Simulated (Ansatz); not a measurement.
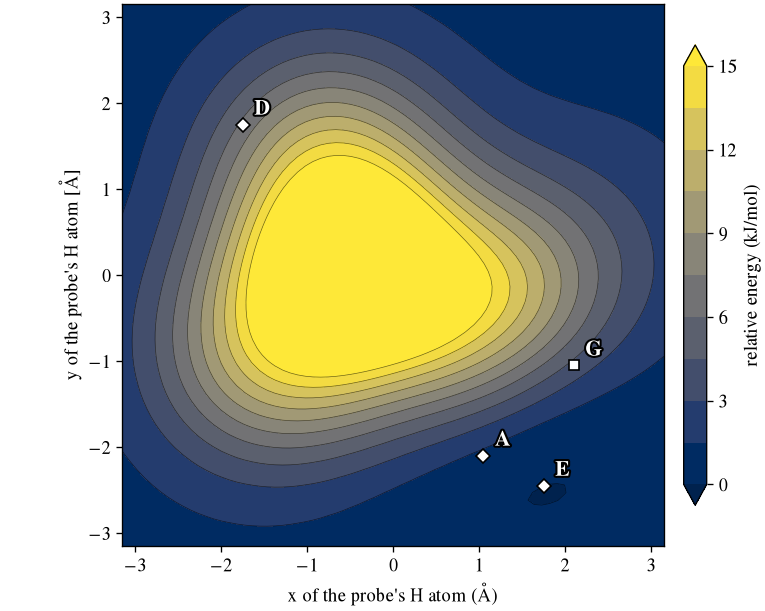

GaH₃O with the probe H2. The probe is moved over a plane parallel to the molecule's main plane, 2.10 Å above it. Coordinates scanned: (1) x of the probe's H atom; (2) y of the probe's H atom. Nothing is relaxed (molecule and probe rigid, the probe upright with H nearest the plane). The scan uses a 19 × 19 grid. Points are written as (first, second). All energies are given in kJ/mol relative to the lowest grid point. Computed with RHF/def2-SVPD (Ansatz 0.2.0).

The picture shows filled contours, one colour for all values above the top of the scale, lettered points. Between grid points the surface is interpolated.

What kind of point is each of A, D, E, G: minimum, saddle, maximum or slope?

A: on a slope; D: on a slope; E: minimum; G: on a slope. (In these two coordinates alone; a stationary point may lie a little off the grid point.)

Rank the lettered points by energy, lowest first.

E (0.0 kJ/mol), A (1.2 kJ/mol), G (4.1 kJ/mol), D (6.4 kJ/mol).
